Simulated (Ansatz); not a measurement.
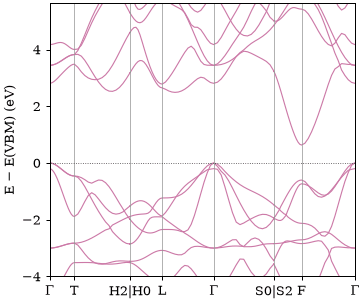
Figure. Band structure from r²SCAN in the plane-wave PAW code Ansatz

### Question
Read off the gap and where the band edges lie.

### Answer
About 0.6 eV (0.63 eV by a search for the band edges); maximum at Γ, minimum at F.

### Question
Which compound is it?
A) NiI2, R-3m (Ni on 3a, I on 6c)
B) KTlO2, R-3m (K on 3b, Tl on 3a, O on 6c)
C) ScTlTe2, R-3m (Sc on 3a, Tl on 3b, Te on 6c)
D) SrHfN2, R-3m (Sr on 3a, Hf on 3b, N on 6c)

### Answer
D, SrHfN2, R-3m (Sr on 3a, Hf on 3b, N on 6c)

The workflow started from a Materials Project entry (that database holds measured and hypothetical structures alike); the Crystallography Open Database copy checked does not list it. Its standing as an ambient phase is unchecked. Symmetry was held in the r²SCAN relaxation; its stability against distortions is not shown here. No spin polarisation was allowed. Scalar-relativistic: spin–orbit coupling is off unless named, which matters more the heavier the elements.

Potentials: the later of the program's two PAW sets.
